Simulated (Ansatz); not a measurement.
**V3Si, pressure series**

Take V3Si in the A15 (Cr3Si type) structure (space group Pm-3n, No. 223) as the base.

```cif
data_Si2V6
_chemical_formula_sum 'V6 Si2'
_space_group_name_H-M_alt 'P 1'
_space_group_IT_number 1
_cell_length_a 4.70117
_cell_length_b 4.70117
_cell_length_c 4.70117
_cell_angle_alpha 90.000
_cell_angle_beta 90.000
_cell_angle_gamma 90.000
loop_
_space_group_symop_operation_xyz
  'x, y, z'
loop_
_atom_site_label
_atom_site_type_symbol
_atom_site_fract_x
_atom_site_fract_y
_atom_site_fract_z
_atom_site_occupancy
V1 V 0.25000 0.00000 0.50000 1
V2 V 0.75000 0.00000 0.50000 1
V3 V 0.00000 0.50000 0.25000 1
V4 V 0.00000 0.50000 0.75000 1
V5 V 0.50000 0.25000 0.00000 1
V6 V 0.50000 0.75000 0.00000 1
Si1 Si 0.00000 0.00000 0.00000 1
Si2 Si 0.50000 0.50000 0.50000 1
```

Cell and atoms are relaxed at each pressure.

Calculations: PBE (Ansatz, a program for electronic structure, PAW, scalar-relativistic without spin-orbit coupling).

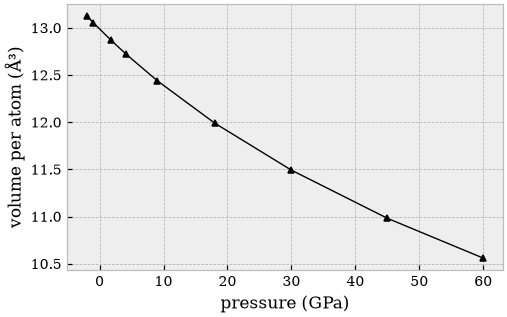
Figure. Volume against pressure

**Question.** Estimate the zero-pressure bulk modulus from the plot.

**Answer.** About 190 GPa; a third-order Birch–Murnaghan fit to the points gives V₀ = 12.99 Å³/atom, B₀ = 192 GPa and B₀′ = 4.0.

Measured bulk modulus of V3Si: 171 GPa (room temperature; as listed in Z. W. Lu, Barry M. Klein, Physical Review Letters (1997)); the computed value is for a static lattice, so the two differ by thermal effects too.

Load acts through the strain it causes; cell and atoms are relaxed under it. Stability against distortions was not tested. No other phases were tried under pressure. Starting moments died away, wholly or in part, for the base; another magnetic solution may exist. All final runs are without spin polarisation.
